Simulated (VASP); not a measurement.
# MnGa4 with optB86b-vdW: from relaxation to properties, part 3 of 8

Wanted: the relaxed cell of MnGa4 and its properties. The start is a computed cell from the Materials Project.

VASP 6.6.1, plane waves and PAW; the level of theory is named at each step.

So far. Step 2 (Magnetic order: ferromagnetic): The run ends ferromagnetic with a largest moment of 0.54 μB, and the mesh shows no gap. Step 3 (Magnetic order: antiferromagnetic, q = (0, 0, 1/2)): The energy lies +5.3 meV an atom from the first pattern. The moments fall under 0.1 μB, and the mesh shows no gap.

## 4. Magnetic order: antiferromagnetic, q = (1/2, 1/2, 1/2)

Level of this step: optB86b-vdW, spin-polarised from an antiferromagnetic start; plane waves and PAW (Mn_pv, Ga_d) (VASP).

Next, a pattern with opposite moments, which needs a doubled cell; q is given in the reciprocal vectors of the primitive cell.

File INCAR:

```
SYSTEM = MnGa4
PREC = Accurate
ENCUT = 400
EDIFF = 1E-06
NELM = 100
ISMEAR = 1
SIGMA = 0.2
LREAL = .FALSE.
ALGO = Normal
GGA = MK
AGGAC = 0
LUSE_VDW = .TRUE.
PARAM1 = 0.1234
PARAM2 = 1
LASPH = .TRUE.
NBANDS = 85
ISPIN = 2
MAGMOM = 4 -4 0 0 0 0 0 0 0 0
LMAXMIX = 4
LORBIT = 11
LWAVE = .FALSE.
LCHARG = .FALSE.
KPAR = 8
ISIF = 2
```

File POSCAR:

```
MnGa4
1.0
   -5.5437287800      5.5437287800      5.5437287800
    0.0000000000      0.0000000000      5.5437287800
    0.0000000000      5.5437287800      0.0000000000
Mn Ga
2 8
Direct
    0.0000000000      0.0000000000      0.0000000000
    0.5000000000      0.0000000000      0.0000000000
    0.7500000000      0.0000000000      0.5000000000
    0.2500000000      0.0000000000      0.5000000000
    0.7500000000      0.5000000000      0.0000000000
    0.2500000000      0.5000000000      0.0000000000
    0.2500000000      0.0000000000      0.0000000000
    0.7500000000      0.0000000000      0.0000000000
    0.7500000000      0.5000000000      0.5000000000
    0.2500000000      0.5000000000      0.5000000000
```

File KPOINTS:

```
Automatic mesh
0
Gamma
6 6 6
0 0 0
```

The projector-augmented-wave data sets are Mn_pv and Ga_d (PBE family, release 64).

Run with:

```
> mpirun -np 8 vasp_std
```

What it wrote:

```text
[... set-up lines as in an earlier step ...]
 entering main loop
       N       E                     dE             d eps       ncg     rms          rms(c)
DAV:   1     0.134721991791E+04    0.13472E+04   -0.49910E+04  7264   0.249E+03
DAV:   2     0.234338929433E+03   -0.11129E+04   -0.10609E+04  6800   0.677E+02
DAV:   3     0.505638051058E+01   -0.22928E+03   -0.21686E+03  7623   0.216E+02
DAV:   4    -0.107129405474E+02   -0.15769E+02   -0.15447E+02  7904   0.599E+01
DAV:   5    -0.112580675195E+02   -0.54513E+00   -0.54371E+00  8593   0.120E+01    0.241E+01
DAV:   6    -0.163082848089E+02   -0.50502E+01   -0.22206E+01  7313   0.258E+01    0.295E+01
DAV:   7    -0.107629902871E+02    0.55453E+01   -0.23883E+01  7210   0.263E+01    0.991E+00
DAV:   8    -0.103853214325E+02    0.37767E+00   -0.20618E+00  7370   0.684E+00    0.407E+00
DAV:   9    -0.103765970956E+02    0.87243E-02   -0.26525E-01  7900   0.206E+00    0.146E+00
DAV:  10    -0.103533296732E+02    0.23267E-01   -0.11116E-01  7689   0.175E+00    0.835E-01
DAV:  11    -0.103568290342E+02   -0.34994E-02   -0.17497E-02  7701   0.816E-01    0.299E-01
DAV:  12    -0.103577353223E+02   -0.90629E-03   -0.16882E-03  8972   0.199E-01    0.109E-01
DAV:  13    -0.103577798079E+02   -0.44486E-04   -0.42675E-04  7726   0.101E-01    0.489E-02
DAV:  14    -0.103577933413E+02   -0.13533E-04   -0.13679E-04  7204   0.578E-02    0.327E-02
DAV:  15    -0.103578008989E+02   -0.75575E-05   -0.12223E-05  6757   0.160E-02    0.123E-02
DAV:  16    -0.103578016093E+02   -0.71044E-06   -0.20467E-06  5685   0.656E-03
   1 F= -.10357802E+02 E0= -.10355926E+02  d E =-.562617E-02  mag=    -0.0000
```

The job ended after 2.1 min (8 MPI ranks of AMD EPYC 9R45, shared host; peak memory 7.4 GiB; 17 min of CPU time).

From OUTCAR (step 4):

```text
  LATTYP: Found a simple cubic cell.
 ALAT       =     5.5437287800

The static configuration has the point symmetry O_h .

 Found     20 irreducible k-points:

   k-points           NKPTS =     20   k-points in BZ     NKDIM =     20   number of bands    NBANDS=     85

   dimension x,y,z NGX =    64 NGY =   36 NGZ =   36
   dimension x,y,z NGXF=   128 NGYF=   72 NGZF=   72

   ENCUT  =  400.0 eV  29.40 Ry    5.42 a.u.  15.66  9.04  9.04*2*pi/ulx,y,z

   NELECT =     130.0000    total number of electrons

 E-fermi :   6.2576

 spin component 1
 k-point     1 :       0.0000    0.0000    0.0000
  band No.  band energies     occupation
    ...
     63       4.8367      1.00000
     64       4.8367      1.00000
     65       5.0552      1.00000
     66       5.0552      1.00000
     67       5.0552      1.00000
     68       6.4394     -0.01291
     69       6.4394     -0.01292
     70       7.6264     -0.00000
     71       7.6264     -0.00000
     72       7.6264     -0.00000
    ...

 k-point     2 :       0.1667    0.0000    0.0000
  band No.  band energies     occupation
    ...
     63       4.3013      1.00000
     64       4.8625      1.00000
     65       5.4188      1.00000
     66       5.4584      1.00000
     67       5.4585      1.00000
     68       6.4884     -0.03460
     69       6.4978     -0.03537
     70       7.5681     -0.00000
     71       8.0578     -0.00000
     72       8.0578     -0.00000
    ...

 k-point     3 :       0.3333    0.0000    0.0000
  band No.  band energies     occupation
    ...
     63       4.2470      1.00000
     64       4.9357      1.00000
     65       5.5913      1.00001
     66       6.2554      0.50959
     67       6.2554      0.50957
     68       6.5860     -0.02114
     69       6.7506     -0.00135
     70       7.4189     -0.00000
     71       7.8452     -0.00000
     72       8.1800     -0.00000
    ...

 k-point     4 :       0.5000    0.0000    0.0000
  band No.  band energies     occupation
    ...
     61       4.2105      1.00000
     62       4.2105      1.00000
     63       4.2883      1.00000
     64       5.0498      1.00000
     65       5.6319      1.00004
     66       6.6194     -0.01410
     67       7.0465     -0.00000
     68       7.0465     -0.00000
     69       7.2921     -0.00000
     70       7.2921     -0.00000
    ...

Total vdW correction in eV:     25.3838384

  Total       -0.0038021     -0.0038021     -0.0038021      0.0000000      0.0000000      0.0000000
  in kB       -0.0357546     -0.0357546     -0.0357546      0.0000000      0.0000000      0.0000000
  external PRESSURE =      -0.0357546 kB  Pullay stress =       0.0000000 kB

  energy-cutoff  :      400.00
  volume of cell :      170.38
      direct lattice vectors                 reciprocal lattice vectors
    -5.543728780  5.543728780  5.543728780    -0.180384005  0.000000000  0.000000000
     0.000000000  0.000000000  5.543728780     0.180384005  0.000000000  0.180384005
     0.000000000  5.543728780  0.000000000     0.180384005  0.180384005  0.000000000

 POSITION                                       TOTAL-FORCE (eV/Angst)
 -----------------------------------------------------------------------------------
      0.00000      0.00000      0.00000         0.000000      0.000000      0.000000
     -2.77186      2.77186      2.77186        -0.000000      0.000000      0.000000
     -4.15780      6.92966      4.15780        -0.000000     -0.000000      0.000000
     -1.38593      4.15780      1.38593         0.000000     -0.000000     -0.000000
     -4.15780      4.15780      6.92966         0.000000      0.000000      0.000000
     -1.38593      1.38593      4.15780         0.000000      0.000000      0.000000
     -1.38593      1.38593      1.38593         0.000000     -0.000000     -0.000000
     -4.15780      4.15780      4.15780         0.000000      0.000000      0.000000
     -4.15780      6.92966      6.92966         0.000000     -0.000000      0.000000
     -1.38593      4.15780      4.15780        -0.000000      0.000000     -0.000000
 -----------------------------------------------------------------------------------
    total drift:                               -0.000000      0.000000     -0.000000

  FREE ENERGIE OF THE ION-ELECTRON SYSTEM (eV)
  ---------------------------------------------------
  free  energy   TOTEN  =       -10.3578016093 eV

  energy  without entropy=      -10.3521754415  energy(sigma->0) =      -10.35592622

Total vdW correction in eV:     25.3838025

 total charge
# of ion       s       p       d       tot
------------------------------------------
    1        0.336   6.363   5.325  12.023
    2        0.336   6.363   5.325  12.023
    3        0.958   0.765   9.973  11.696
    4        0.958   0.765   9.973  11.696
    5        0.958   0.765   9.973  11.696
    6        0.958   0.765   9.973  11.696
    7        0.958   0.765   9.973  11.696
    8        0.958   0.765   9.973  11.696
    9        0.958   0.765   9.973  11.696
   10        0.958   0.765   9.973  11.696
--------------------------------------------------
tot          8.339  18.842  90.435 117.616

 magnetization (x)
# of ion       s       p       d       tot
------------------------------------------
    1        0.010   0.016   1.046   1.073
    2       -0.010  -0.016  -1.046  -1.073
    3        0.000   0.000   0.000   0.000
    4        0.000   0.000   0.000   0.000
    5        0.000   0.000   0.000   0.000
    6        0.000   0.000   0.000   0.000
    7        0.000   0.000   0.000   0.000
    8        0.000   0.000   0.000   0.000
    9        0.000   0.000   0.000   0.000
   10        0.000   0.000   0.000   0.000
--------------------------------------------------
tot          0.000   0.000   0.000   0.000

[... 1 part as in an earlier step ...]

[... 6 further parts left out ...]
```

This step gave:

- SCF cycles: 16
- irreducible k-points: 20
- symmetry operations: 48
- free energy (TOTEN): -10.36 eV
- energy at zero smearing: -10.36 eV
- Fermi energy: 6.258 eV
- pressure: -0.003575 GPa

Spin moment in the PAW sphere by atom:

```csv
atom,spin moment in the PAW sphere (μB)
Mn1,1.07
Mn2,-1.07
Ga3,0.00
Ga4,0.00
Ga5,0.00
Ga6,0.00
Ga7,0.00
Ga8,0.00
Ga9,0.00
Ga10,0.00
```

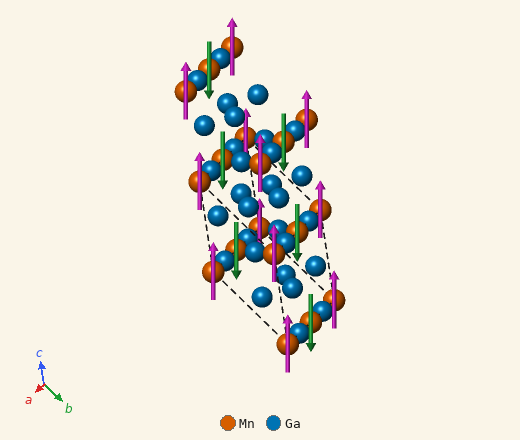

Spin moment in the PAW sphere as arrows, the longest 1.07 μB. Up and down stand for the sign. Arrows give size and sign along the axis of quantisation, drawn up and down the page. The two directions have two colours. 1×1×2 cells are drawn. Some periodic images of atoms are drawn too.

The energy lies -2.5 meV an atom from the first pattern. The run ends antiferromagnetic with a largest moment of 1.07 μB, and the mesh shows no gap.

## 5. The orders side by side

This step: collinear orders at optB86b-vdW; plane waves and PAW (VASP 6.6.1).

This step runs nothing: it gathers the runs above.

Patterns, by row:

```csv
start,atoms,energy less that of the first (meV/atom),largest site moment (μB),end state
ferromagnetic,5,0,0.54,ferromagnetic
"antiferromagnetic, q = (0, 0, 1/2)",10,5.3,0.05,non-magnetic
"antiferromagnetic, q = (1/2, 1/2, 1/2)",10,-2.5,1.07,antiferromagnetic
```

The session goes on in the lowest magnetic state found: antiferromagnetic, q = (1/2, 1/2, 1/2). The next one lies 2.5 meV an atom higher. Differences this small don't decide the order on unrelaxed cells.

## 6. Full relaxation (optB86b-vdW)

This step: optB86b-vdW, spin-polarised from an antiferromagnetic start; plane waves and PAW (Mn_pv, Ga_d) (VASP 6.6.1).

Properties are meant for the cell that this level of theory prefers, so cell and atoms are relaxed first (ISIF = 3) until forces and stress are small; EDIFFG sets the threshold.

Changes to INCAR since step 4:

```diff
@@ -17,3 +17,3 @@
 ISPIN = 2
-MAGMOM = 4 -4 0 0 0 0 0 0 0 0
+MAGMOM = 1.07 -1.07 0 0 0 0 0 0 0 0
 LMAXMIX = 4
@@ -23,2 +23,5 @@
 KPAR = 8
-ISIF = 2
+IBRION = 2
+NSW = 60
+ISIF = 3
+EDIFFG = -0.01
```

POSCAR is that of step 4.

File KPOINTS:

```
Automatic mesh
0
Gamma
7 7 7
0 0 0
```

Run with:

```
> mpirun -np 8 vasp_std
```

What it wrote:

```text
[... set-up lines as in an earlier step ...]
 entering main loop
       N       E                     dE             d eps       ncg     rms          rms(c)
DAV:   1     0.134697818527E+04    0.13470E+04   -0.49797E+04  7276   0.249E+03
DAV:   2     0.236412275222E+03   -0.11106E+04   -0.10594E+04  6800   0.679E+02
DAV:   3     0.370565668925E+01   -0.23271E+03   -0.21936E+03  7628   0.217E+02
DAV:   4    -0.126245922702E+02   -0.16330E+02   -0.15973E+02  7951   0.606E+01
DAV:   5    -0.131982487627E+02   -0.57366E+00   -0.57207E+00  8536   0.123E+01    0.179E+01
DAV:   6    -0.193587137298E+02   -0.61605E+01   -0.32691E+01  7305   0.280E+01    0.311E+01
DAV:   7    -0.107345040562E+02    0.86242E+01   -0.20831E+01  7227   0.261E+01    0.701E+00
DAV:   8    -0.103534343117E+02    0.38107E+00   -0.18364E+00  7764   0.583E+00    0.262E+00
DAV:   9    -0.103497745435E+02    0.36598E-02   -0.17980E-01  8006   0.193E+00    0.140E+00
DAV:  10    -0.103561268215E+02   -0.63523E-02   -0.39912E-02  8382   0.109E+00    0.593E-01
DAV:  11    -0.103605743747E+02   -0.44476E-02   -0.11676E-02  7697   0.621E-01    0.196E-01
DAV:  12    -0.103609672381E+02   -0.39286E-03   -0.24723E-03  8245   0.198E-01    0.110E-01
DAV:  13    -0.103609735481E+02   -0.63101E-05   -0.17070E-04  8213   0.659E-02    0.408E-02
DAV:  14    -0.103609885868E+02   -0.15039E-04   -0.45012E-05  7246   0.328E-02    0.160E-02
DAV:  15    -0.103609913856E+02   -0.27987E-05   -0.97780E-06  5980   0.142E-02    0.355E-03
DAV:  16    -0.103609912419E+02    0.14371E-06   -0.50843E-07  4008   0.422E-03
   1 F= -.10360991E+02 E0= -.10355551E+02  d E =-.103610E+02  mag=    -0.0000
 curvature:   0.00 expect dE= 0.000E+00 dE for cont linesearch  0.000E+00
 trial: gam= 0.00000 g(F)=  0.529E-56 g(S)=  0.305E-05 ort = 0.000E+00 (trialstep = 0.100E+01)
 search vector abs. value=  0.305E-05
 reached required accuracy - stopping structural energy minimisation
```

Wall time 2.1 min (8 MPI ranks); peak memory 7.4 GiB.

From OUTCAR (step 6):

```text
   NELECT =     130.0000    total number of electrons

 E-fermi :   6.1558

 spin component 1
 k-point     1 :       0.0000    0.0000    0.0000
  band No.  band energies     occupation
    ...
     63       4.8352      1.00000
     64       4.8352      1.00000
     65       5.0555      1.00000
     66       5.0555      1.00000
     67       5.0555      1.00000
     68       6.4288     -0.03298
     69       6.4288     -0.03298
     70       7.6210     -0.00000
     71       7.6210     -0.00000
     72       7.6210     -0.00000
    ...

 k-point     2 :       0.1429    0.0000    0.0000
  band No.  band energies     occupation
    ...
     63       4.3031      1.00000
     64       4.8547      1.00000
     65       5.3619      1.00000
     66       5.3619      1.00000
     67       5.3756      1.00000
     68       6.4638     -0.02585
     69       6.4731     -0.02371
     70       7.5801     -0.00000
     71       7.9401     -0.00000
     72       7.9401     -0.00000
    ...

Total vdW correction in eV:     25.3836823

  Total       -0.0145192     -0.0145192     -0.0145192     -0.0000000     -0.0000000      0.0000000
  in kB       -0.1365362     -0.1365362     -0.1365362     -0.0000000     -0.0000000      0.0000000
  external PRESSURE =      -0.1365362 kB  Pullay stress =       0.0000000 kB

 POSITION                                       TOTAL-FORCE (eV/Angst)
 -----------------------------------------------------------------------------------
      0.00000      0.00000      0.00000         0.000000     -0.000000     -0.000000
     -2.77186      2.77186      2.77186        -0.000000      0.000000     -0.000000
     -4.15780      6.92966      4.15780         0.000000      0.000000      0.000000
     -1.38593      4.15780      1.38593         0.000000      0.000000     -0.000000
     -4.15780      4.15780      6.92966        -0.000000      0.000000     -0.000000
     -1.38593      1.38593      4.15780         0.000000     -0.000000      0.000000
     -1.38593      1.38593      1.38593         0.000000     -0.000000      0.000000
     -4.15780      4.15780      4.15780        -0.000000      0.000000      0.000000
     -4.15780      6.92966      6.92966        -0.000000     -0.000000      0.000000
     -1.38593      4.15780      4.15780         0.000000     -0.000000      0.000000
 -----------------------------------------------------------------------------------
    total drift:                               -0.000000      0.000000     -0.000000

  FREE ENERGIE OF THE ION-ELECTRON SYSTEM (eV)
  ---------------------------------------------------
  free  energy   TOTEN  =       -10.3609912419 eV

  energy  without entropy=      -10.3446692766  energy(sigma->0) =      -10.35555059

Total vdW correction in eV:     25.3836701

 reached required accuracy - stopping structural energy minimisation

 magnetization (x)
# of ion       s       p       d       tot
------------------------------------------
    1        0.010   0.017   1.028   1.055
    2       -0.010  -0.017  -1.028  -1.055
    3        0.000   0.000   0.000   0.000
    4        0.000   0.000   0.000   0.000
    5        0.000   0.000   0.000   0.000
    6        0.000   0.000   0.000   0.000
    7        0.000   0.000   0.000   0.000
    8        0.000   0.000   0.000   0.000
    9        0.000   0.000   0.000   0.000
   10        0.000   0.000   0.000   0.000
--------------------------------------------------
tot          0.000   0.000   0.000   0.000

[... 7 parts as in an earlier step ...]

[... 10 further parts left out ...]
```

The magnetic order is the lowest of the few collinear ones that converged above; longer or canted patterns were not tried. The cell is doubled for it, so bands and modes from the zone boundary of the chemical cell fold onto Γ and the labels are those of the larger cell. The run keeps the 48 symmetry operations of its start, so it cannot find a distortion of lower symmetry.

Little changed from the start: no atom moved by 0.005 Å and no cell edge by 0.1 %.

Numbers from this step:

- Fermi energy: 6.156 eV
- pressure: -0.01365 GPa
- SCF cycles over all ionic steps: 16

It ends with forces that vanish by symmetry and a pressure of -0.01 GPa.

(Continued in part 4 of 8.)

[Lines on the potential files, build, host, timing and source positions are cut from VASP's logs without a mark.]

[Logs are printed without paths, hosts, clocks, repeated set-up lines and the standing remarks that a program may print on its own settings, such as how far it seeks lower states.]

[Hosts, paths, dates, database ids (printed as entryN), source tags and the programs' standing remarks are cut or masked in the printed files.]

[A measured line is paired with the nearest computed mode of its activity, which favours agreement.]
